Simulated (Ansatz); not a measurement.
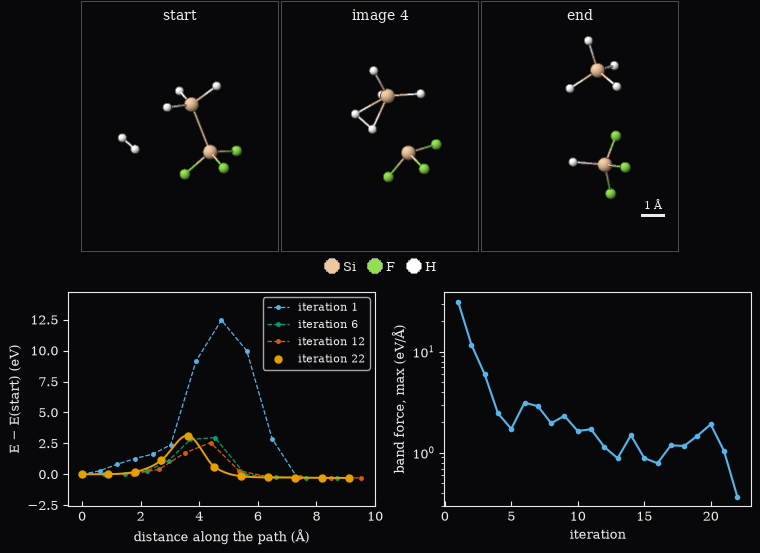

NEB run on Si₂H₅F₃, made up of Si2H3F3 and H$_{2}$. Images are numbered from 0 (start) to 10 (end). The plot follows the band through its iterations. The picture is a ball-and-stick view, seen at a tilt.

Computed with Ansatz 0.2.0, RKS PBE0/def2-SVP. Run with 9 movable images; climbing image; force threshold 0.5 eV/Å; iteration limit 60; starting path through a guess of the saddle point.

Judge this run.

Answer. The run met only a loose threshold, so the barrier can't be trusted yet. The band converged in 22 iterations. The largest component of the band force went from 31 to 0.37 eV/Å. The climbing image converged on the top of the path. Its curvatures weren't checked. The force threshold is so loose that the height of the top is at best an upper bound. The first iteration put the highest image at 12.46 eV. The highest point, image 4, lies 3.13 eV above the start and 3.42 eV above the end; the end is at −0.29 eV relative to the start.

Limits of the set-up: the start holds two separate molecules, 2.5 Å apart at their closest, whose relative position is a soft coordinate and is computed without a dispersion correction.

The run took 7.9 min on 2 threads of Arm Neoverse V1, with other jobs on the host, peak memory 0.23 GiB.
